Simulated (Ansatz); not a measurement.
# NBrO (nitrosyl bromide): levels of theory compared

Wanted: a comparison of 6 runs (HF/STO-3G, PBE/STO-3G, r2SCAN0/STO-3G, revPBE/STO-3G, wB97M-V/STO-3G, UMP2/STO-3G) of NBrO (nitrosyl bromide). 

The results are computed with Ansatz 0.2.0.

69 further runs of the same task are left out: 10 that didn't finish, 59 set aside as unsound or not needed.

## Step 1: The molecule

NBrO has 3 atoms, charge 0, and is taken as a singlet. SMILES: `O=NBr`. The Br3–N2 distance was set to 5.292 Å, away from the relaxed value. At this shape a bond of the SMILES string is far longer than usual.

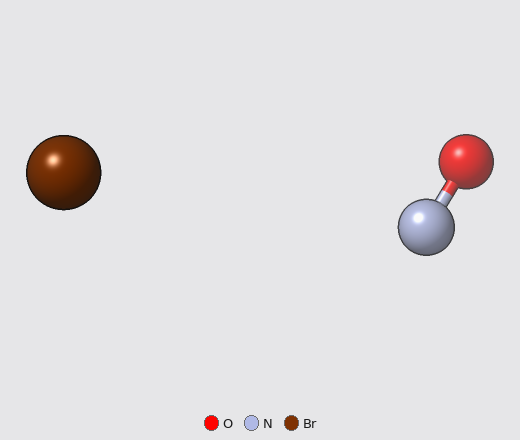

Viewed from a chosen angle; oxygen red, nitrogen light blue, bromine brown.

## Step 2: The energy at HF/STO-3G (run 1)

in.yaml reads:

```yaml
basis:
  gaussian:
    orbitals: STO-3G
crystal:
  periodic: [false, false, false]
  atoms:
    - {symbol: O, position_ang: [2.219621, -3.526420, 0.842517]}
    - {symbol: "N", position_ang: [1.232901, -3.516100, 0.301057]}
    - {symbol: Br, position_ang: [-0.896840, 1.283280, -0.355590]}
total_charge: 0
hamiltonian:
  xc: hf
accuracy: high
```

The run is started by

```bash
$ ansatz run in.yaml --threads 1 --pin off --max-ram 3480MiB --events-out events.jsonl --progress --plain --runs-dir runs
```

Output:

```text
Warning: RAYON_NUM_THREADS=1 ignored (pool sized by the plan → 1); use --threads N
Functional definition: HF
  name "HF"
  exchange = exact_x
  correlation = 0
335 factors; integrals over basis functions are off by at most 2.4e-8 eV
mean field evaluation 1: about -72704.0907 eV, gradient 8.0e0 eV
mean field evaluation 2: about -72704.1038 eV, gradient 8.1e0 eV
mean field evaluation 4: about -72704.2178 eV, gradient 3.9e0 eV
mean field evaluation 8: about -72600.1253 eV, gradient 1.2e1 eV
mean field evaluation 16: about -72707.2660 eV, gradient 2.8e-2 eV
mean field evaluation 32: about -72696.8654 eV, gradient 1.0e1 eV
mean field -72707.26596757 eV, -2671.9427415533 hartree, gradient 2.5e-8 eV, S^2 0.000000; 0 other end points of the search recorded, 0 dependent functions left out
reference -72707.26596757 eV, -2671.9427415533 hartree; 25, 25 occupied and 3, 3 virtual orbitals, 335 factors
Total energy: -72707.26596757 eV, -2671.9427415533 hartree
```

Run time: 0.28 s. Hardware: 1 thread of Intel Xeon Platinum 8375C at 2.90GHz (Ice Lake), shared host.

## Step 3: The energy at PBE/STO-3G (run 2)

molecule.yaml reads:

```yaml
crystal:
  periodic: [false, false, false]
  atoms:
    - {symbol: O, position_ang: [2.219621, -3.526420, 0.842517]}
    - {symbol: "N", position_ang: [1.232901, -3.516100, 0.301057]}
    - {symbol: Br, position_ang: [-0.896840, 1.283280, -0.355590]}
basis:
  gaussian: {orbitals: STO-3G}
hamiltonian: {xc: {name: PBE}}
accuracy: high
```

The run is started by

```bash
$ ansatz run molecule.yaml --threads 1 --pin off --max-ram 3480MiB --events-out events.jsonl --progress --plain --runs-dir runs
```

Output (excerpt; [...] marks lines left out):

```text
Warning: RAYON_NUM_THREADS=1 ignored (pool sized by the plan → 1); use --threads N
Functional definition: PBE
  name "PBE"
[...]
335 factors; integrals over basis functions are off by at most 2.4e-8 eV
[...]
mean field -72748.98534041 eV, -2673.4759002267 hartree, gradient 4.5e-8 eV, S^2 0.000000; 7 other end points of the search recorded, 0 dependent functions left out
reference -72748.98534191 eV, -2673.4759002817 hartree; 25, 25 occupied and 3, 3 virtual orbitals, 335 factors
Total energy: -72748.98534191 eV, -2673.4759002817 hartree
```

Wall time 13 s (1 thread of Intel Xeon Platinum 8375C at 2.90GHz (Ice Lake), shared host); peak memory 0.11 GiB.

Runs 3 to 5 aren't shown in full; the table further down has their settings and results.

## Step 4: The energy at UMP2/STO-3G (run 6)

molecule.yaml reads:

```yaml
crystal:
  periodic: [false, false, false]
  atoms:
    - symbol: O
      position_ang: [2.219621, -3.526420, 0.842517]
    - symbol: N
      position_ang: [1.232901, -3.516100, 0.301057]
    - symbol: Br
      position_ang: [-0.896840, 1.283280, -0.355590]
basis:
  gaussian: {orbitals: STO-3G}
magnetization: {spin_polarized: true}
accuracy: high
correlation: {method: mp2, frozen_orbitals: {Br: 9, "N": 1, O: 1}}
```

The run is started by

```bash
$ ansatz run molecule.yaml --threads 1 --pin off --max-ram 3480MiB --events-out events.jsonl --progress --plain --runs-dir runs
```

Output (excerpt; [...] marks lines left out):

```text
Warning: RAYON_NUM_THREADS=1 ignored (pool sized by the plan → 1); use --threads N
[... 2 set-up lines as earlier in the session ...]
[...]
335 factors; integrals over basis functions are off by at most 2.4e-8 eV
[...]
mean field -72713.11916854 eV, -2672.1578427216 hartree, gradient 4.4e-8 eV, S^2 1.092562; 20 other end points of the search recorded, 0 dependent functions left out
11 core orbitals not correlated: weight in the atoms' cores, before any rotation towards them, 1.000 or more for the frozen orbitals, at most 0.000 for the correlated occupied ones
reference -72713.11916854 eV, -2672.1578427216 hartree; 14, 14 occupied and 3, 3 virtual orbitals, 335 factors
second order -2.77430762 eV of doubles, -0.00000000 eV of singles
Total energy: -72715.89347617 eV, -2672.2597966462 hartree
```

It took 7.8 s on 1 thread of Intel Xeon Platinum 8375C at 2.90GHz (Ice Lake), shared host; peak memory 0.11 GiB.

## Step 5: The series

```tsv
run	level	frozen core orbitals	energy (Eh)	wall time
1	HF/STO-3G	–	-2671.942742	0.28 s
2	PBE/STO-3G	–	-2673.475900	13 s
3	r2SCAN0/STO-3G	–	-2674.095928	58 s
4	revPBE/STO-3G	–	-2673.801120	11 s
5	wB97M-V/STO-3G	–	-2674.061462	65 s
6	UMP2/STO-3G	11	-2672.259797	7.8 s
```

## Step 6: Outcome

```
                                           quantity           value
                                run 6: total energy  -2672.25980 Eh
run 6: correlation energy (11 core orbitals frozen)      -102.0 mEh
           run 6: ⟨S²⟩ of the reference determinant           1.093
```

Totals of different functionals can't be ranked against each other. In runs 1, 2, 3, 4, 5, 6 the basis is minimal, so the values are rough. In runs 1, 2, 3, 4, 5 a closed-shell determinant meets a far-stretched bond, which it describes badly. Spin contamination of the reference: run 6 ⟨S²⟩ = 1.09. Where it is this large, the reference is a mixture of spin states, and values that rest on it are in doubt. All runs together took 2.6 min, the longest 65 s.
